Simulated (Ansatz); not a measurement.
# AlOs (Pm-3m): phonons and vibrational spectra, part 2 of 2

How does AlOs (Pm-3m) vibrate, and is this structure a minimum?

Ansatz 0.2.0; DFT PBEsol, scalar-relativistic, plane waves, PAW.

So far: The starting structure; Bringing the structure to rest. The relaxed cell has a = 2.992 Å (conventional setting).

### Step 3. Relaxing to small forces for the phonons

Phonons need a cell at rest on their own settings, so the relaxation is repeated with tight tolerances on forces and stress on the k mesh and occupations of the first response run.

File input.yaml:

```yaml
crystal:
  lattice:
    - [2.992491721, 0.0, 0.0]
    - [0.0, 2.992491721, 0.0]
    - [0.0, 0.0, 2.992491721]
  atoms:
    - { symbol: Al, position: [0.0, 0.0, 0.0] }
    - { symbol: Os, position: [0.5, 0.5, 0.5] }
kpoints:
  mp_grid: { grid: [12, 12, 12] }
hamiltonian:
  xc: pbesol
scf:
  occupations: { method: methfessel_paxton, width: 0.15 }
output:
  forces: true
  stress: true
  eigenvalues: true
  write_density: true
  write_potential: true
  elf: true
  volumetric_format: npy
relax:
  adjacent_minimum: "off"
  f_tol: 0.001
  max_steps: 60
  cell: { stress_tol: 0.01 }
```

The run is started by

```sh
$ ansatz run input.yaml --threads 4 --pin off --max-ram 7168MiB --backend cpu --events-out ev --progress --plain --runs-dir out
```

Numbers of over 12 decimals in the logs are rounded to 6 here.

The log of the run:

```text
[...]
Crystal: 2 atoms, lattice volume = 26.798 Å³
Basis set: ecut = 420 eV, 515 PW (Γ), exchange–correlation on 48×48×48 points (8 copies of the dense FFT grid, shifted against one another)
Bands: 14, of which v1, the nominal top of the filled ones, is band 10 counted from 1 (9 counted from 0)
Symmetry: 48 space group operations
[...]
k-points: 84 of 1728
[...]
k-point 83: bands = [... 6 lower, 12.3052, 19.7845, 19.9156, 19.9156, 21.0910, 21.0910, 21.0910, 26.2738]
--- Relaxed structure (3 steps of the walk, 3 accepted, 1 SCFs on fresh bases) ---
[...]
cell:  # Å, volume = 26.7945 Å³
    - [2.992371, 0, 0]
    - [0, 2.992371, 0]
    - [0, 0, 2.992371]
  atoms:
    - { symbol: Al, position: [0, 0, 0] }
    - { symbol: Os, position: [0.5, 0.5, 0.5] }
[key lines of the parts left out:]
SCF converged after 4 iterations
Free energy (F): -11776.325661 eV
Fermi energy:    17.584475 eV
P = ⅓ Tr σ = -0.0001 GPa (-0.001 kbar)
```

The job ended after 2.5 s (4 threads of Arm Neoverse V2, shared host; peak memory 0.33 GiB).

Little changed from the start: no atom moved by 0.005 Å and no cell edge by 0.1 %.

This step gave:

```yaml
pressure: -6.30e-5 GPa
```

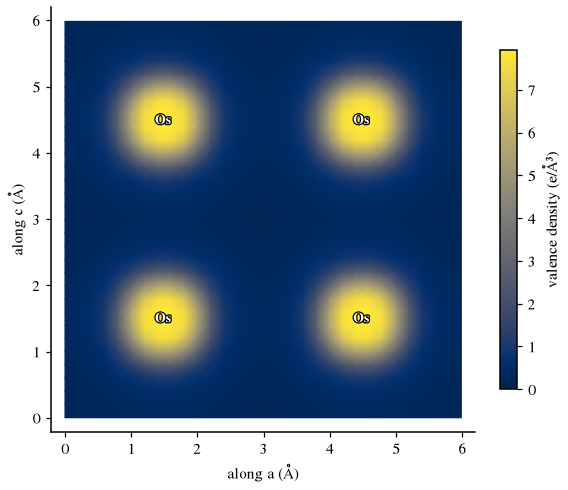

Valence density in the ac plane at fractional y = 0.500, with atoms of Os within 0.2 Å of it. It is the smooth field of the valence electrons, not physical close to the nuclei.

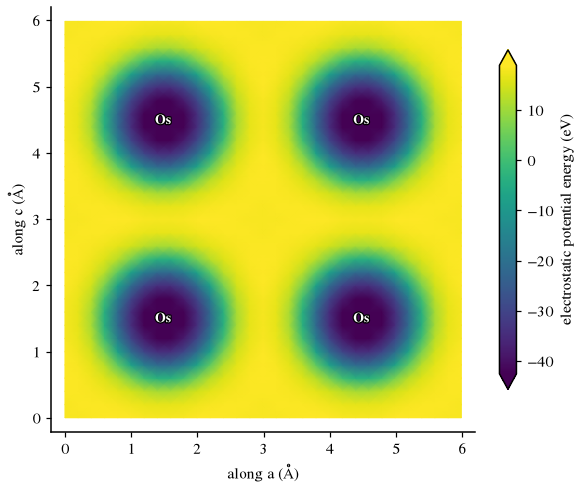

Electrostatic potential energy in the ac plane at fractional y = 0.500, with atoms of Os within 0.2 Å of it. With pseudopotentials it is smooth inside the atoms' cores, unlike the true potential.

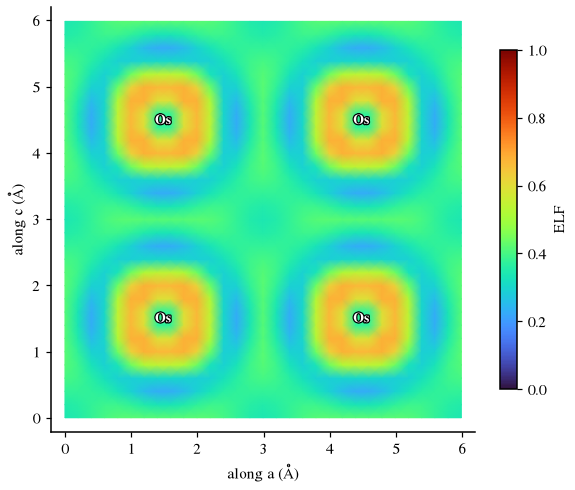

ELF in the ac plane at fractional y = 0.500, with atoms of Os within 0.2 Å of it. It is the smooth field of the valence electrons, not physical close to the nuclei.

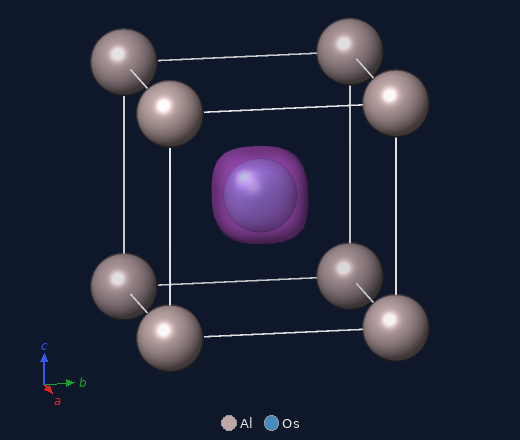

Surface of ELF = 0.63.

The forces vanish by symmetry and the pressure is 0.000 GPa, within the tolerances set. The cell now holds 13.40 Å³/atom.

### Step 4. Linear response at the zone centre

The zone centre comes first: it holds the modes that light can see, as far as symmetry allows. No field response is asked, since the mesh shows no gap.

input.yaml, the sections that differ from step 3:

```yaml
crystal:
  lattice:
    - [2.9923707792, 0.0, 0.0]
    - [0.0, 2.9923707792, 0.0]
    - [0.0, 0.0, 2.9923707792]
  atoms:
    - { symbol: Al, position: [0.0, 0.0, 0.0] }
    - { symbol: Os, position: [0.5, 0.5, 0.5] }
output:
  eigenvalues: true
phonons:
  method: dfpt
# kpoints, hamiltonian, scf: as in step 3
# relax: removed
```

The log of the run:

```text
[...]
Crystal: 2 atoms, lattice volume = 26.795 Å³
Basis set: ecut = 420 eV, 515 PW (Γ), exchange–correlation on 48×48×48 points (8 copies of the dense FFT grid, shifted against one another)
Bands: 14, of which v1, the nominal top of the filled ones, is band 10 counted from 1 (9 counted from 0)
Symmetry: 48 space group operations
k-points: 196 of 1728 (irreducible under 8 space group operations, time reversal used)
[...]
SCF iter   1: F=—  HF=-11776.326792 eV  |F-HF|=—  |Δ(HF+E_count)|=         —  Δρ=5.81e-3  dr2=5.87e-3  ethr=1.77e-3  ⟨swp⟩=4.3  Hψ=12749  notcnv=0
[...]
SCF iter   6: F=-11776.325661 eV  HF=-11776.325661 eV  |F-HF|=3.64e-12  |Δ(HF+E_count)|=  4.35e-10  S|Δr|=    0.00e0  Δρ=2.13e-7  dr2=7.22e-12  ethr=1.00e-12  ⟨swp⟩=4.4  Hψ=13383  notcnv=0
SCF 1 converged in 6 iterations: F = -11776.325661 eV  dr2 = 7.22e-12
[...]
DFPT response loops at Γ: preconditioner auto → Kerker (q_TF=auto, 2.576 Å⁻¹) (partly filled bands, converged f_vac=0.000); β = 1.00, the filter's whole step (`scf.mixing.beta` (0.50) is not read by the response loops under this deck's `scf.mixing.preconditioner`; to damp them name `kerker` or `kerker_dos`, under which they read `scf.mixing.beta`, and type it under 1.00, their step now; both keys bind the ground state too); Broyden in place of MSR1
SCF converged after 6 iterations
[...]
Free energy (F): -11776.325661 eV
[...]
Internal energy: -11776.324965 eV  (E = F + TS)
E sigma→0 (E₀):  -11776.325487 eV
Entropy (-TS):   -0.000696 eV (-0.348 meV/atom)
Fermi energy:    17.584476 eV
[...]
--- Band table (eV; the first three rows and the last of 196) ---
  k-point 0: bands = [... 6 lower, 13.3549, 18.0064, 18.0064, 18.0064, 23.1600, 23.1600, 23.1600, 29.0945]
  k-point 1: bands = [... 6 lower, 13.4112, 17.7744, 17.7744, 18.0284, 22.5614, 23.4858, 23.4858, 28.6326]
  k-point 2: bands = [... 6 lower, 13.5550, 17.2394, 17.2394, 18.0893, 21.3926, 24.2993, 24.2993, 27.5793]
  k-point 195: bands = [... 6 lower, 12.3052, 19.7845, 19.9156, 19.9156, 21.0910, 21.0910, 21.0910, 26.2738]
--- Phonons (Γ-DFPT): 2 representative perturbations + reference, on 196 of 1728 k-points (Σ response iterations 6) ---
  k mesh reduced under 8 symmetry operations, with k and −k counted as one. Each operation leaves every solved perturbation unchanged. A smaller set is not used because it would not reduce the number of displacements times k-points to solve
  ASR residual: 8.870e-5 → 0.000e0 eV/Å²; symmetrization residual: 7.453e-7 eV/Å²
  ASR residual per site (eV/Å²): 3.57e-5 8.87e-5
  Γ frequencies (cm⁻¹): 0.00 0.00 0.00 327.66 327.66 327.66
  non-analytic LO–TO correction: not included (Born effective charges unavailable; polar crystals: no LO–TO splitting at Γ)
```

Run time: 4.1 s. Hardware: 4 threads; peak memory 0.49 GiB; 15 s of CPU time.

Reading the cycles: dr2 is the Hartree energy of the density residual (eV), the measure of convergence; HF is the Harris–Foulkes estimate of the energy, which meets the free energy F at convergence.

Numbers from this step:

* sum-rule residual before enforcement: 8.87e-5 eV/Å²
* point group: m-3m
* highest optical mode at the zone centre (no LO-TO term): 327.7 cm⁻¹
* lowest optical zone-centre mode: 327.7 cm⁻¹

Patterns of degenerate modes are one choice out of their space. Modes at Γ, with each element's share of the kinetic energy:

```csv
mode,frequency (cm⁻¹),symmetry,Al %,Os %
1,0.0,acoustic,12,88
2,0.0,acoustic,12,88
3,0.0,acoustic,12,88
4,327.7,T1u,88,12
5,327.7,T1u,88,12
6,327.7,T1u,88,12
```

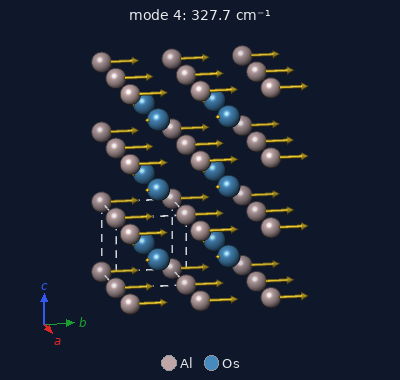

Displacement patterns of mode 4 at Γ; arrows are exaggerated. 2×2×3 cells are drawn. Some periodic images of atoms are drawn too.

Before it was imposed, the acoustic sum rule was missed by 8.9e-5 eV/Å². Small misses are needed for a sound result but don't prove that mesh and cutoff are converged. The lowest optical mode is real, 328 cm⁻¹.

### Step 5. The dispersion

Stability and thermal properties need the whole zone. Linear response on a 4×4×4 q mesh gives force constants as far as a supercell of that size would.

Changes to input.yaml since step 4:

```diff
@@ -18 +18,8 @@
   method: dfpt
+  qmesh: [4, 4, 4]
+  temperatures: { t_max: 1000, t_step: 50 }
+  qpath:
+    path:
+      - [[0.0, 0.0, 0.0], [0.0, 0.5, 0.0], [0.5, 0.5, 0.0], [0.0, 0.0, 0.0], [0.5, 0.5, 0.5], [0.0, 0.5, 0.0]]
+      - [[0.5, 0.5, 0.5], [0.5, 0.5, 0.0]]
+    npoints: 10
```

The log of the run:

```text
[...]
Crystal: 2 atoms, lattice volume = 26.795 Å³
Basis set: ecut = 420 eV, 515 PW (Γ), exchange–correlation on 48×48×48 points (8 copies of the dense FFT grid, shifted against one another)
Bands: 14, of which v1, the nominal top of the filled ones, is band 10 counted from 1 (9 counted from 0)
Symmetry: 48 space group operations
k-points: 84 of 1728
[...]
SCF iter   1: F=—  HF=-11776.326791 eV  |F-HF|=—  |Δ(HF+E_count)|=         —  Δρ=5.81e-3  dr2=5.87e-3  ethr=1.77e-3  ⟨swp⟩=4.3  Hψ=5495  notcnv=0
[...]
SCF iter   6: F=-11776.325661 eV  HF=-11776.325661 eV  |F-HF|=1.82e-12  |Δ(HF+E_count)|=  6.38e-10  S|Δr|=    0.00e0  Δρ=1.99e-7  dr2=2.67e-12  ethr=1.00e-12  ⟨swp⟩=4.5  Hψ=5786  notcnv=0
SCF 1 converged in 6 iterations: F = -11776.325661 eV  dr2 = 2.67e-12
[...]
phonons: the bands overlap, so this run is a metal and interpolates without the dipole-dipole term. If the crystal is really an insulator or semiconductor, its LO-TO splitting is missing
NSCF: frozen V_eff on 84 k-points
[...]
DFPT response loops at q = (0, 0, 0) (fractional): preconditioner auto → Kerker (q_TF=auto, 2.576 Å⁻¹) (partly filled bands, converged f_vac=0.000); β = 1.00, the filter's whole step (`scf.mixing.beta` (0.50) is not read by the response loops under this deck's `scf.mixing.preconditioner`; to damp them name `kerker` or `kerker_dos`, under which they read `scf.mixing.beta`, and type it under 1.00, their step now; both keys bind the ground state too); Broyden in place of MSR1
[...]
SCF converged after 6 iterations
[...]
Free energy (F): -11776.325661 eV
[...]
Internal energy: -11776.324965 eV  (E = F + TS)
E sigma→0 (E₀):  -11776.325487 eV
Entropy (-TS):   -0.000696 eV (-0.348 meV/atom)
Fermi energy:    17.584475 eV
[...]
--- Band table (eV; the first three rows and the last of 84) ---
  k-point 0: bands = [... 6 lower, 13.3549, 18.0064, 18.0064, 18.0064, 23.1600, 23.1600, 23.1600, 29.0945]
  k-point 1: bands = [... 6 lower, 13.4112, 17.7744, 17.7744, 18.0284, 22.5614, 23.4858, 23.4858, 28.6326]
  k-point 2: bands = [... 6 lower, 13.5550, 17.2394, 17.2394, 18.0893, 21.3926, 24.2993, 24.2993, 27.5793]
  k-point 83: bands = [... 6 lower, 12.3052, 19.7845, 19.9156, 19.9156, 21.0910, 21.0910, 21.0910, 26.2738]
--- Phonons (Γ-DFPT): 2 representative perturbations + reference (Σ response iterations 6) ---
  ASR residual: 3.514e-5 → 0.000e0 eV/Å²; symmetrization residual: 2.835e-7 eV/Å²
  ASR residual per site (eV/Å²): 3.51e-5 1.64e-5
  Γ frequencies (cm⁻¹): 0.00 0.00 0.00 327.66 327.66 327.66
--- Phonons (arbitrary-q DFPT): 10 irreducible q on the 4×4×4 mesh ---
  q = [0.0000, 0.0000, 0.0000] (star 1, of the zone-centre solve; hermiticity 6.08e-8, symmetrization 4.14e-13): -0.00 0.00 0.00 327.66 327.66 327.66
  q = [0.0000, 0.0000, 0.2500] (star 6, 4 solved perturbations in 1848 linear systems a pass and spin channel, the states on 588 of 1728 k-point pairs; hermiticity 7.57e-7, symmetrization 4.58e-14): 92.64 92.64 118.71 322.46 322.46 344.83
[...]
q = [0.0000, 0.2500, -0.5000] (star 12, 6 solved perturbations on 588 of 1728 k-point pairs; hermiticity 4.39e-8, symmetrization 5.16e-15): 107.32 126.49 149.14 309.83 340.88 365.73
[...]
sum rule: each row above includes the acoustic sum rule's correction from the zone centre's row sums; it moved no ω² by more than (0.60 cm⁻¹)²
  mesh force constants: q→R imaginary residual 2.98e-18; ASR residual 3.514e-5 → 0.000e0 eV/Å²; symmetrization residual 1.066e-14 eV/Å²
  interpolated dispersion: 62 rows × 6 modes
  density of states and harmonic sums: on the 24×24×24 q-mesh, interpolated from the force constants of a 4×4×4 supercell (no non-analytic term)
  largest difference from the sums on the solved wave vectors: F 1.20e-2 eV, S 1.60e-5 and C_V 4.02e-6 eV/K
  zero-point energy: 0.085602 eV/cell   skipped modes (ω ≤ 0): 3   left out of the sums: 3.62e-5 of the cell's modes: C_V's classical limit lies that fraction below 3 k_B per atom; for a crystal, a wire or a layer, F and S can be off by more, and a phonons.interpolated_qmesh denser along its periods is the remedy for the sampling
```

It took 2 min on 4 threads; peak memory 1.2 GiB; 7.5 min of CPU time.

This step gave:

```
sum-rule residual before enforcement                       : 3.51e-5 eV/Å²
lowest frequency on the path                               : 0 cm⁻¹
highest frequency on the path or at a solved wavevector    : 370.4 cm⁻¹
mean frequency                                             : 230.1 cm⁻¹
Debye temperature (second moment)                          : 476 K
logarithmic mean frequency                                 : 199.1 cm⁻¹
lowest mode on the q mesh (acoustic modes at Γ apart)      : 66.58 cm⁻¹
zero-point energy per atom                                 : 42.8 meV
heat capacity at 300 K                                     : 22.15 J/(mol atoms K)
vibrational entropy at 300 K                               : 27.57 J/(mol atoms K)
edges of the widest gap between branches, on path and mesh : 167.7, 301.6 cm⁻¹
```

Frequencies (cm⁻¹) solved at each irreducible wavevector; negative means imaginary. Frequencies by wavevector, by row:

```csv
q in reciprocal lattice units,star,mode 1,mode 2,mode 3,mode 4,mode 5,mode 6
0 0 0,1,0,0,0,327.7,327.7,327.7
0 0 0.25,6,92.6,92.6,118.7,322.5,322.5,344.8
0 0 -0.5,3,135.1,135.1,160.4,314.4,314.4,363.9
0 0.25 0.25,12,66.6,120.5,140.6,317.3,342.2,342.8
0 0.25 -0.5,12,107.3,126.5,149.1,309.8,340.9,365.7
0 -0.5 -0.5,3,78.8,78.8,167.7,301.6,362.8,362.8
0.25 0.25 0.25,8,108.9,108.9,141.7,339.2,339.2,340.3
0.25 0.25 -0.5,12,119.9,123.5,140.4,336.6,337.7,363.3
0.25 -0.5 -0.5,6,122.4,122.4,155.7,336,363.4,363.4
-0.5 -0.5 -0.5,1,161.1,161.1,161.1,370.4,370.4,370.4
```

Interpolated from a 4×4×4 q mesh. The phonon branches at the labelled points (cm⁻¹):

```csv
point,branch 1,branch 2,branch 3,branch 4,branch 5,branch 6
Γ,0,0,0,328,328,328
X,135,135,160,314,314,364
M,79,79,168,302,363,363
Γ,0,0,0,328,328,328
R,161,161,161,370,370,370
X,135,135,160,314,314,364
jump to R,161,161,161,370,370,370
M,79,79,168,302,363,363
```

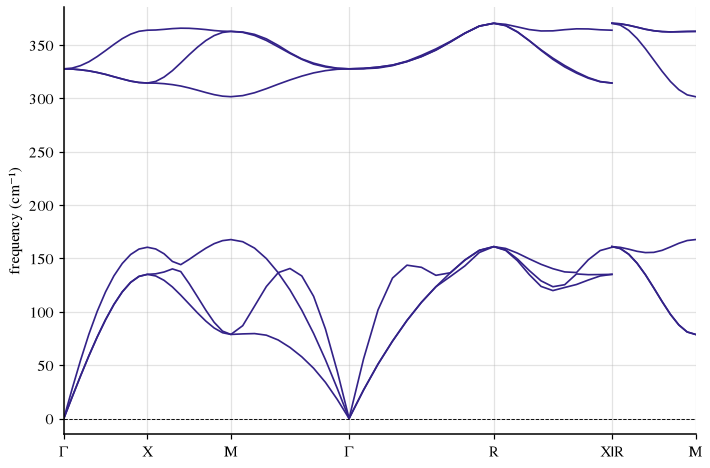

Phonon branches along the path.

The phonon density of states has structure finer than the step of the table below, so its rows give means over 25 cm⁻¹, whole bins alone (the curve runs from 2.5 to 372 cm⁻¹). Peaks (cm⁻¹: height): 142.5: 0.0692, 327.5: 0.0594, 362.5: 0.100.

Tetrahedra on a 24×24×24 mesh, mean over bins of 5 cm-1. Interpolated from a 4×4×4 q mesh. Table of phonon density of states by wavenumber; means over each step:

```csv
wavenumber (cm⁻¹),phonon density of states (1/cm⁻¹/cell)
25,5.4e-4
50,0.00276
75,0.0115
100,0.0261
125,0.0422
150,0.0360
175,8.8e-4
200,0
225,0
250,0
275,0
300,0.00589
325,0.0495
350,0.0521
```

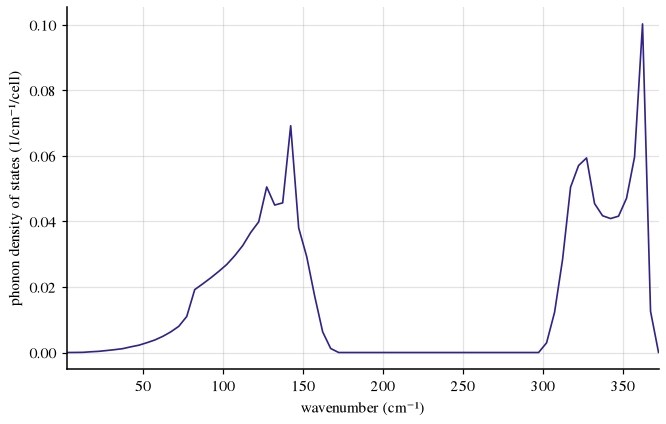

Phonon density of states, plotted against wavenumber.

The partial phonon density of states has structure finer than the step of the table below, so its rows give means over 20 cm⁻¹, whole bins alone (the curve runs from -10 to 391 cm⁻¹). Peaks (cm⁻¹: height): Al 325.2: 0.0544, 360.5: 0.0727; Os 141.2: 0.0579.

Phonopy on the run's constants, 19x19x19 mesh, Gaussian sigma 2.9 cm-1. Interpolated from a 4×4×4 q mesh. Table of partial phonon density of states by wavenumber; means over each step; values in 1/cm⁻¹/cell:

```csv
wavenumber (cm⁻¹),Al,Os
0,3.8e-6,1.9e-5
20,4.3e-5,3.0e-4
40,1.8e-4,0.00139
60,5.1e-4,0.00416
80,0.00162,0.0133
100,0.00236,0.0233
120,0.00249,0.0365
140,0.00124,0.0483
160,8.7e-5,0.0142
180,0,6.9e-5
200,0,0
220,0,0
240,0,0
260,0,0
280,0,0
300,0.00470,2.3e-5
320,0.0454,0.00199
340,0.0404,0.00274
360,0.0499,0.00374
380,9.0e-4,4.0e-5
```

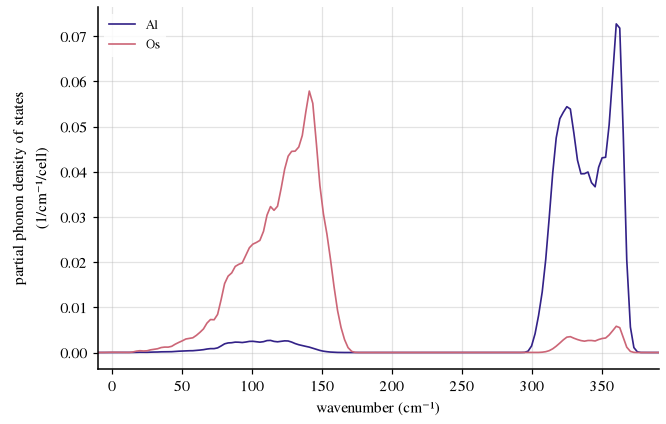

Partial phonon density of states against wavenumber.

Second derivatives of the energy by pair, one row for each kind of neighbour of each atom listed. Each entry sums the pair over the periodic images of the supercell that the q mesh stands for, and in a polar crystal it holds the long-range dipole part too. Force constants by pair, by row:

```csv
atom,neighbour,distance (Å),third of the trace (eV/Å²),along the pair's line (eV/Å²)
Al1,itself,0,10.9,–
Al1,Os,2.591,-1.104,-3.936
Al1,Al,2.992,-0.2123,-0.689
Al1,Al,4.232,0.0343,-0.0239
Al1,Os,4.962,-0.0135,-0.0406
Al1,Al,5.183,-0.0853,-0.2284
Al1,Al,5.985,0.0162,0.0275
Al1,Os,6.522,-0.0089,-0.0106
Al1,Al,6.691,-0.0145,-0.011
Os2,itself,0,14.86,–
Os2,Al,2.591,-1.104,-3.936
Os2,Os,2.992,-0.692,-1.03
Os2,Os,4.232,-0.1686,-0.6046
Os2,Al,4.962,-0.0135,-0.0406
Os2,Os,5.183,0.0186,0.0965
Os2,Os,5.985,0.1966,0.5333
Os2,Al,6.522,-0.0089,-0.0106
Os2,Os,6.691,-0.0116,-0.0031
```

Harmonic thermodynamic functions per atom, from the density of states. Interpolated from a 4×4×4 q mesh. Thermodynamic functions, by row:

```csv
T (K),F_vib (meV/atom),S (J/mol-atom/K),C_V (J/mol-atom/K)
0,42.8,0,0
50,42.5,2.214,5.228
100,39.86,8.065,12.02
200,25.58,19.09,19.44
300,1.2,27.57,22.15
400,-30.9,34.12,23.29
500,-69.08,39.38,23.86
600,-112.2,43.77,24.18
700,-159.6,47.51,24.38
800,-210.6,50.77,24.51
900,-264.7,53.67,24.6
1000,-321.7,56.26,24.66
```

Harmonic mean-square displacement, third of the trace. Interpolated from a 4×4×4 q mesh. Mean square displacements, by row:

```csv
T (K),Al1 U_eq (Å²),Os2 U_eq (Å²)
0,0.00211,7.50e-4
100,0.00246,0.00122
300,0.00445,0.00315
600,0.00819,0.00619
```

Symmetry leaves 10 wavevectors to solve. The lowest mode among them, the acoustic zeros apart, lies at q = (0, 0.25, 0.25) and is real, 66.6 cm⁻¹.

### Step 6. Summary of results

| Quantity | Value |
| --- | --- |
| space group after relaxation (within 0.01 Å) | Pm-3m |
| volume per atom | 13.4 Å³ |
| electronic character | no gap on this mesh |
| highest optical mode at the zone centre (no LO-TO term) | 328 cm⁻¹ |
| lowest optical zone-centre mode | 328 cm⁻¹ |
| lowest mode on the q mesh (acoustic modes at Γ apart) | 66.6 cm⁻¹ |
| highest frequency on the path or at a solved wavevector | 370 cm⁻¹ |
| zero-point energy per atom | 42.8 meV |
| heat capacity at 300 K | 22.2 J/(mol atoms K) |
| vibrational entropy at 300 K | 27.6 J/(mol atoms K) |
| Debye temperature (second moment) | 476 K |
| imaginary modes on the 4×4×4 q mesh | none |

**Reading.** The structure is a minimum as far as tested: no mode is imaginary at the 10 irreducible wavevectors of the 4×4×4 mesh, and the softest away from the acoustic zeros lies at 67 cm⁻¹. The optical modes at Γ form one degenerate level at 328 cm⁻¹. The highest mode in this list at Γ, 327.7 cm⁻¹, is mostly motion of Al (88 % of the kinetic energy). On the path and the mesh, the widest gap between branches runs from 168 to 302 cm⁻¹. With no gap, or one that is small against the smearing, the frequencies hang on the k mesh and the smearing, most of all near Kohn anomalies. The phonon runs are without spin polarisation, although the cell has an odd electron count. Spin-orbit coupling is left out, which can matter for the heavy elements here. These are harmonic frequencies at zero temperature: anharmonic shifts, linewidths and thermal expansion are left out.

[Logs are printed without paths, hosts, clocks, repeated set-up lines and the standing remarks that a program may print on its own settings, such as how far it seeks lower states.]

[Hosts, paths, dates, database ids (printed as entryN), source tags and the programs' standing remarks are cut or masked in the printed files.]
